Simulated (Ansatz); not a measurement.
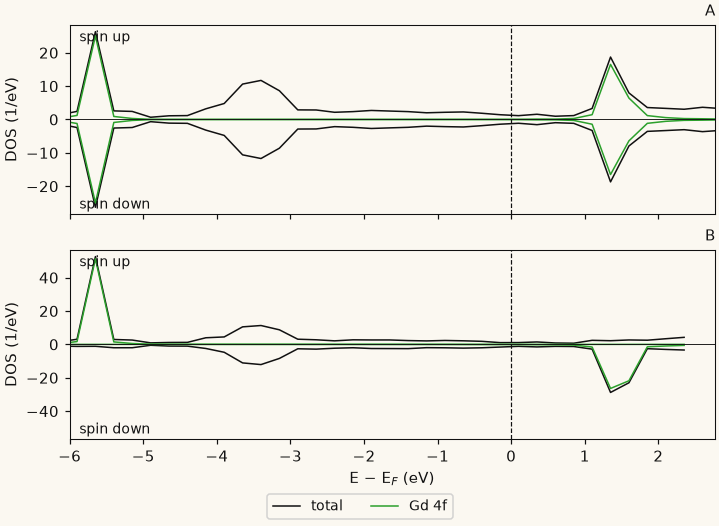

Spin-resolved densities of states of GdGa3Cu, space group I4mm (No. 107), 10 atoms in the cell, a database entry, rescaled, in two magnetic states on the same cell (spin down negative; each from its own Fermi level). Ansatz 0.2.0; DFT with r2SCAN, PAW plane waves, spin-polarised, 5×5×3 k mesh, 500 eV cutoff.

Q: Which panel is which state: ferromagnetic and antiferromagnetic?

A: A is antiferromagnetic (net moment 0.0 μB, local moments 14.7 μB in all, metal); B is ferromagnetic (net moment 14.2 μB, local moments 14.8 μB in all, metal). Unequal spin channels mark a net moment; equal ones mean that moments cancel or are absent.

Q: Which of these states is lowest in energy?

A: The two lowest lie within 1 meV an atom, the ferromagnetic one lower, which is too close to call at this level.

The atoms aren't at rest in this cell (largest force 1.4 eV/Å), so the relaxed material can differ. Spin-orbit coupling is left out, which matters for Gd.
